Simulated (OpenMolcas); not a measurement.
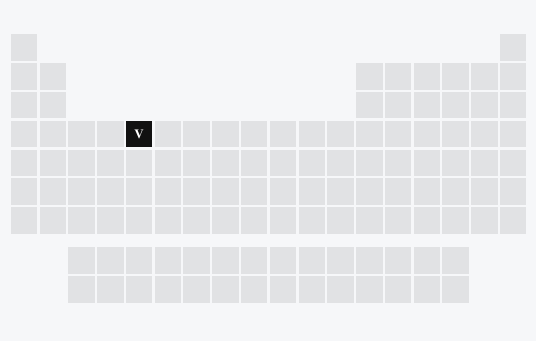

The place of vanadium in the periodic table.

Run report: V, multiconfigurational calculation

V. Level asked for: state-averaged MS-CASPT2, IPEA shift 0.25, imaginary shift 0.1 hartree, semicore shells correlated, active space 5 electrons in the shell 3d, basis ANO-RCC-VDZP, DKH2 scalar Hamiltonian, spin-orbit coupling by RASSI with atomic mean-field integrals (OpenMolcas).

**Input**
```
&GATEWAY
Coord
1

V 0.0 0.0 0.0
Basis=ANO-RCC-VDZP
Group=XYZ
NoMove
AngMom=0.0 0.0 0.0
AMFI
&SEWARD
&RASSCF
FileOrb=start.orb
Symmetry=1
Spin=6
nActEl=5 0 0
Inactive=3 6
Ras2=5 0
CIRoot=1 1 1
SDav=1
CIMx=300
Iter=120 100
PrWF=0.3
OrbListing=Nothing
MaxOrb=0
Atom
>>> COPY $Project.JobIph JOB001
&RASSCF
FileOrb=start.orb
Symmetry=1
Spin=4
nActEl=5 0 0
Inactive=3 6
Ras2=5 0
CIRoot=24 24 1
SDav=24
CIMx=300
Iter=120 100
PrWF=0.3
OrbListing=Nothing
MaxOrb=0
Atom
>>> COPY $Project.JobIph JOB002
&RASSCF
FileOrb=start.orb
Symmetry=1
Spin=2
nActEl=5 0 0
Inactive=3 6
Ras2=5 0
CIRoot=75 75 1
SDav=75
CIMx=300
Iter=120 100
PrWF=0.3
OrbListing=Nothing
MaxOrb=0
Atom
>>> COPY $Project.JobIph JOB003
&RASSI
NrOfJobIphs=3 1 24 52
1
1 2 3 4 5 6 7 8 9 10 11 12 13 14 15 16 17 18 19 20 21 22 23 24
1 2 3 4 5 6 7 8 9 10 11 12 13 14 15 16 17 18 19 20 21 22 23 24 25 26 27
28 29 30 31 32 33 34 35 36 37 38 39 40 41 42 43 44 45 46 47 48 49 50 51
52
IphNames
JOB001
JOB002
JOB003
EJob
SpinOrbit
DIPRint=1.0
SOCoupling=1000.0
Subsets=2
MEES
Property=10
'ANGMOM' 1 'ANGMOM' 2 'ANGMOM' 3 'MLTPL  1' 1 'MLTPL  1' 2 'MLTPL  1' 3
'AMFI' 1 'AMFI' 2 'AMFI' 3 'MLTPL  2' 6
SOProperty=3
'ANGMOM' 1 'ANGMOM' 2 'ANGMOM' 3
>>> COPY JOB001 $Project.JobIph
&CASPT2
Multistate=1 1
Frozen=2 3
IPEA=0.25
Imaginary=0.1
MaxIter=4
WThr=0.0 0.3 0.05
PrWF=0.5
NoMix
```

The file start.orb holds starting orbitals from an earlier step.

Launched with:
```bash
OMP_NUM_THREADS=1 MOLCAS_MEM=2252 MOLCAS_PROJECT=a pymolcas a.inp > a.log  # once for each step of the input, in one work folder
```

**Log (extracts)**
```
-----------------------------------------------------------------------------------------------------------------------------
   1     0.000000   -0.010929    0.000000   -0.053142   -0.033947   -0.088609   -0.096046   -0.061326   -0.343998    0.019303
   2     0.000000   -0.010924    0.000000   -0.053125   -0.033921   -0.092447   -0.096295   -0.061310   -0.348020    0.001855
   3     0.000000   -0.010942    0.000000   -0.053156   -0.033968   -0.092462   -0.096327   -0.061338   -0.348194    0.000127
   4     0.000000   -0.010942    0.000000   -0.053156   -0.033967   -0.092464   -0.096312   -0.061338   -0.348178    0.000006
  NOT CONVERGED AFTER MAX ITERATIONS.
-----------------------------------------------------------------------------------------------------------------------------
  FINAL CASPT2 RESULT:
      Reference energy:        -947.9914759453
      E2 (Non-variational):      -0.3481779631
      Shift correction:          -0.0007563423
      E2 (Variational):          -0.3489343054
      Total energy:            -948.3404102508
      Residual norm:              0.0000058701
      Reference weight:           0.90197
      Contributions to the CASPT2 correlation energy
      Active & Virtual Only:         -0.0924637587
      One Inactive Excited:          -0.1494678259
      Two Inactive Excited:          -0.1062463785
++ Denominators, etc.
--------------------------------------------------------------------------------------------------------------
 Report on small energy denominators, large coefficients, and large energy contributions.
CASE  SYMM ACTIVE-MIX  NON-ACTIVE INDICES          DENOMINATOR     RHS VALUE       COEFFICIENT     CONTRIBUTION
--
 ?mma_free_?D: error: double deallocate
 label: imma_2D
--- Stop Module: caspt2 at  /rc=-6 ---
.########################.
.# Non-zero return code #.
.########################.
```

**What the run reported**

- outcome: ended with an error
- hardware: 1 CPU thread, shared host

**Diagnosis**

One thing in this input was made wrong on purpose: few iterations. The run ended with an error; the driver noted: CASPT2 spin 6: -6.
